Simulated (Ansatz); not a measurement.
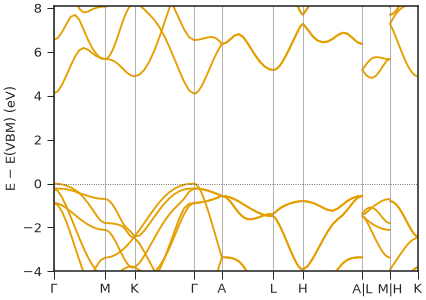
Figure: Band structure from the program Ansatz at the PBEsol level (PAW)

### Question
Read off the gap and where the band edges lie.

### Answer
About 4.1 eV (4.10 eV by a search for the band edges); maximum at Γ, minimum at Γ.

### Question
Which of these materials gives this?
A. BeSe, wurtzite
B. SiC, wurtzite
C. BeS, wurtzite
D. AlN, wurtzite

### Answer
D, AlN, wurtzite

Space group P6_3mc (wurtzite). Symmetry was held in the PBEsol relaxation.

Potentials: the earlier of the program's two PAW sets. The files were generated under PBE; for other functionals the program regenerates the frozen cores, and for LDA and PBEsol the local potential too.
